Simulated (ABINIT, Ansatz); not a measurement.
# Quasiparticle gap of YHSe (P-6m2) in ABINIT, part 3 of 3

Aim: the G0W0 gap of YHSe (P-6m2) on LDA, step by step.

ABINIT 10.8.3; LDA and many-body steps on it, plane waves. Known limits of the many-body steps: not at the basis limit; exchange with frozen shells missing; no spin-orbit coupling; coarse k mesh.

So far. Step 4 (Empty states on the mesh, 3×3×4 mesh, 103 bands): On this mesh the gap is 1.365 eV. Step 5 (Screening, 3×3×4 mesh, 95 bands, screening to 176.9 eV): Local fields lower ε∞ by 9 %. On a Γ-centred mesh this coarse the value itself is usually too large, while a short band sum pulls it down.

### Step 6. Self-energy, 3×3×4 mesh, 95 bands, screening to 176.9 eV

The self-energy is evaluated for the states that the input lists, and the levels follow from it, in one-shot runs by the linearised quasiparticle equation.

This step: G0W0 on LDA, plane waves, norm-conserving pseudopotentials.

run.abi

```
acell 3*1.0 Angstrom
rprim 
  3.840931335803 -0.000000000001 0.000000000000
  -1.920465667901 3.326344110998 0.000000000000
  0.000000000000 0.000000000000 3.915549560000
ntypat 3
znucl 39 1 34
natom 3
typat 1 2 3
xred 
  0.000000000000 0.000000000000 0.000000000000
  0.333333333333 0.666666666667 0.000000000000
  0.666666666667 0.333333333333 0.500000000000
pp_dirpath "pseudos"
pseudos "Y.upf, H.upf, Se.upf"
ecut 39
ngkpt 3 3 4
nshiftk 1
shiftk 0 0 0
kptopt 1
chksymbreak 0
istwfk *1
occopt 1
irdwfk 1
optdriver 4
nband 95
gwcalctyp 0
ecutsigx 39
symsigma 1
nkptgw 2
kptgw 
  0.0000000000 0.0000000000 0.5000000000
  0.0000000000 0.0000000000 0.0000000000
bdgw 
  12 16
  13 17
ecuteps 6.5
irdscr 1
ppmodel 1
indata_prefix "in"
outdata_prefix "out"
tmpdata_prefix "tmp"
```

Run with:

```sh
OMP_NUM_THREADS=1 mpirun -n 4 abinit run.abi > log
```

Numbers of over 12 decimals in the logs are rounded to 6 here.

Log:

```text
.Version 10.8.3 of ABINIT. v10.8.2 released Aug 2026.

 Symmetries : space group P-6 m 2 (#187); Bravais hP (primitive hexag.)
[... echo of the input left out ...]
== DATASET  1 ==================================================================
-   mpi_nproc: 4, omp_nthreads: 1 (-1 if OMP is not activated)

--- !DatasetInfo
iteration_state: {dtset: 1, }
dimensions: {natom: 3, nkpt: 9, mband: 95, nsppol: 1, nspinor: 1, nspden: 1, mpw: 3939, }
cutoff_energies: {ecut:  39.0, pawecutdg:  -1.0, }
electrons: {nelect:   2.80000000E+01, charge:   0.00000000E+00, occopt:   1.00000000E+00, tsmear:   1.00000000E-02, }

 SIGMA: Calculation of the GW corrections

 Based on a program developped by R.W. Godby, V. Olevano, G. Onida, and L. Reining.
 Incorporated in ABINIT by V. Olevano, G.-M. Rignanese, and M. Torrent.
.Using double precision arithmetic ; gwpc =  8

[... cell and pseudopotentials left out ...]
--------------------------------------------------------------------------------

 ==== K-mesh for the wavefunctions ====
 Number of points in the irreducible wedge :     9
[... list of points left out ...]
 Together with 12 symmetry operations and time-reversal symmetry
 yields    36 points in the full Brillouin Zone.

 ==== Q-mesh for screening function ====
 Number of points in the irreducible wedge :     9
[... list of points left out ...]
 Together with 12 symmetry operations and time-reversal symmetry
 yields    36 points in the full Brillouin Zone.

 vcoul_init : cutoff-mode = AUXILIARY_FUNCTION
 q-points for optical limit:   1
     1)      0.000010    0.000020    0.000030
 setmesh: FFT mesh size selected  =    36x   36x   45
          total number of points  =        58320

 Number of electrons calculated from density =   28.0000; Expected =   28.0000
 average of density, n =  0.082940
 r_s =    1.4225
 omega_plasma =   27.7804 [eV]

 === KS Band Gaps ===
  >>>> For spin  1
   Minimum direct gap =   1.7387 [eV], located at k-point      :   0.0000  0.0000  0.5000
   Fundamental gap    =   1.3651 [eV], Top of valence bands at :   0.0000  0.0000  0.5000
                                       Bottom of conduction at :   0.0000  0.0000  0.0000
 SIGMA fundamental parameters:
 PLASMON POLE MODEL  1
 number of plane-waves for SigmaX                 3927
 number of plane-waves for SigmaC and W            267
 number of plane-waves for wavefunctions          3927
 number of bands                                    95
 number of independent spin polarizations            1
 number of spinorial components                      1
 number of k-points in IBZ                           9
 number of q-points in IBZ                           9
 number of symmetry operations                      12
 number of k-points in BZ                           36
 number of q-points in BZ                           36
 number of frequencies for dSigma/dE                 9
 frequency step for dSigma/dE [eV]                0.25
 number of omega for Sigma on real axis              0
 max omega for Sigma on real axis  [eV]           0.00
 zcut for avoiding poles [eV]                     0.10

 EPSILON^-1 parameters (SCR file):
 dimension of the eps^-1 matrix on file            267
 dimension of the eps^-1 matrix used               267
 number of plane-waves for wavefunctions          3927
 number of bands                                    95
 number of q-points in IBZ                           9
 number of frequencies                               2
 number of real frequencies                          1
 number of imag frequencies                          1

 matrix elements of self-energy operator (all in [eV])

 Perturbative Calculation

--- !SelfEnergy_ee
iteration_state: {dtset: 1, }
kpoint     : [   0.000,    0.000,    0.500, ]
spin       : 1
KS_gap     :    1.739
QP_gap     :    3.282
Delta_QP_KS:    1.544
data: !SigmaeeData |
     Band     E0 <VxcDFT>   SigX SigC(E0)      Z dSigC/dE  Sig(E)    E-E0       E
       12   5.620 -13.935 -16.856   1.989   0.796  -0.256 -14.677  -0.742   4.879
       13   5.620 -13.935 -16.856   1.989   0.796  -0.256 -14.677  -0.742   4.879
       14   6.764 -13.307 -15.813   1.643   0.797  -0.255 -13.995  -0.688   6.076
       15   8.503 -12.347  -7.138  -4.151   0.809  -0.236 -11.491   0.856   9.358
       16   8.503 -12.347  -7.138  -4.151   0.809  -0.236 -11.491   0.856   9.358

--- !SelfEnergy_ee
iteration_state: {dtset: 1, }
kpoint     : [   0.000,    0.000,    0.000, ]
spin       : 1
KS_gap     :    2.927
QP_gap     :    4.169
Delta_QP_KS:    1.242
data: !SigmaeeData |
     Band     E0 <VxcDFT>   SigX SigC(E0)      Z dSigC/dE  Sig(E)    E-E0       E
       13   5.202 -13.422 -16.191   1.949   0.795  -0.257 -14.075  -0.653   4.549
       14   5.202 -13.422 -16.191   1.949   0.795  -0.257 -14.075  -0.653   4.549
       15   8.129 -11.520  -6.731  -4.064   0.813  -0.229 -10.931   0.589   8.718
       16  10.502 -13.530  -8.376  -4.359   0.799  -0.251 -12.895   0.636  11.138
       17  10.502 -13.530  -8.376  -4.359   0.799  -0.251 -12.895   0.636  11.138

== END DATASET(S) ==============================================================
================================================================================

 -outvars: echo values of variables after computation  --------
           etotal      0.0000000000E+00
            nband          95
             nkpt           9
          spgroup         187
 [... the other variables as echoed above ...]

 Calculation completed.
```

It took 11 s on 4 MPI ranks of Arm Neoverse V1, shared host; peak memory 0.75 GiB; 44 s of CPU time.

Numbers from this step:

* G0W0 gap on the points computed: 2.642 eV
* starting gap on the mesh: 1.365 eV
* k of the valence top: 0, 0, 0.5
* k of the conduction bottom: 0, 0, 0
* Z at the valence top: 0.797
* Z at the conduction bottom: 0.813
* least direct G0W0 gap on the computed points: 3.282 eV

The gap on the mesh goes from 1.36 eV to 2.64 eV, a correction of +1.28 eV.

Limits: finite bands, cutoff and mesh; exchange with frozen shells missing; no spin-orbit coupling; coarse k mesh. v1 is the top filled band, c1 the lowest empty one. The levels before and after the correction (eV, zero at the valence-band top of each column):

```tsv
	conduction bottom	valence top
Kohn-Sham	1.36	0.00
G0W0	2.64	0.00
```

```tsv
	level	energy (eV)
Kohn-Sham	(0 0 0.5) v3-v2	-1.144
Kohn-Sham	(0 0 0.5) v1	0.000
Kohn-Sham	(0 0 0.5) c1-c2	1.739
Kohn-Sham	Γ v2-v1	-1.562
Kohn-Sham	Γ c1	1.365
Kohn-Sham	Γ c2-c3	3.738
G0W0	(0 0 0.5) v3-v2	-1.197
G0W0	(0 0 0.5) v1	0.000
G0W0	(0 0 0.5) c1-c2	3.282
G0W0	Γ v2-v1	-1.527
G0W0	Γ c1	2.642
G0W0	Γ c2-c3	5.062
```

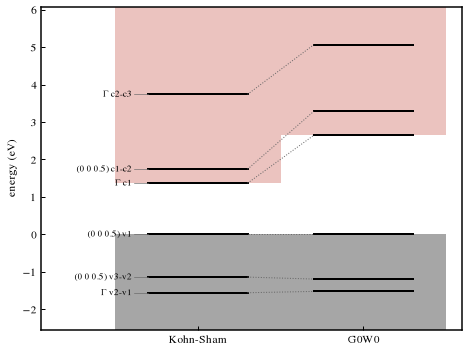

Levels before and after the correction. Shaded: valence and conduction bands.

### Step 7. Where the time went

Times are wall times on 4 MPI ranks of Arm Neoverse V1, shared host, good to a factor of about two.

```tsv
step	time	share	memory (GiB)
ground state	25 s	16 %	0.34
bands along the symmetry lines	39 s	25 %	0.35
empty states on the mesh	50 s	33 %	0.32
screening	28 s	18 %	0.75
self-energy	11 s	7 %	0.75
```

### Step 8. What came out

| Property | Result |
| --- | --- |
| LDA gap | 1.36 eV, indirect |
| G0W0 gap on the mesh | 2.64 eV |
| GW settings | 3×3×4 mesh, 95 bands, screening to 176.9 eV, Godby-Needs plasmon pole |
| known limits | not at the basis limit; exchange with frozen shells missing; no spin-orbit coupling; coarse k mesh |

In words: G0W0 moves the gap on the mesh from 1.36 eV to 2.64 eV (+1.28 eV), with Z of 0.80 and 0.81 at the edges. Local fields lower the RPA ε∞ on this mesh from 12.65 to 11.46; a Γ-centred mesh this coarse tends to raise both, most where the direct gap is narrow, while a short band sum lowers them. Only 2 of the mesh's irreducible points were corrected, so a valley elsewhere could overtake. Bands and cutoff are finite, so the gap is not at the basis limit. The miss can reach some tenths of an eV and take either sign; the mesh is an error of its own. In the G0W0 run levels were corrected at 2 k points alone, so a gap called «on the mesh» is the least over those, and an edge elsewhere would be missed. The 3×3×4 mesh is coarse for this cell, which bears on the long-range parts of exchange and screening. The norm-conserving file of at least one element keeps a d shell over frozen s and p shells of the same row. Exchange with those shells is missing from the self-energy, an error of 0.3 to 0.9 eV in cases checked, whose sign depends on which edge lies on those atoms. The many-body steps are scalar-relativistic: spin-orbit coupling is not in them.

[Paths, hosts, dates, memory and timing lines, banners, echoed tables and standing remarks are left out of the program output.]

[Logs are printed without paths, hosts, clocks, repeated set-up lines and the standing remarks that a program may print on its own settings, such as how far it seeks lower states.]

[Runs of the session that timed out or met a known fault of the program may be left out.]

[Hosts, paths, dates, database ids (printed as entryN), source tags and the programs' standing remarks are cut or masked in the printed files.]

[G0W0 gaps are taken among the corrected bands and points alone; a level outside them can change the order at an edge.]

[Where Ansatz stands beside ABINIT at settings called matched, ABINIT's density can come from a denser mesh and the files from another edition; pairs whose starting gaps differed by over 0.03 eV were left out, so agreement reads better than it is.]
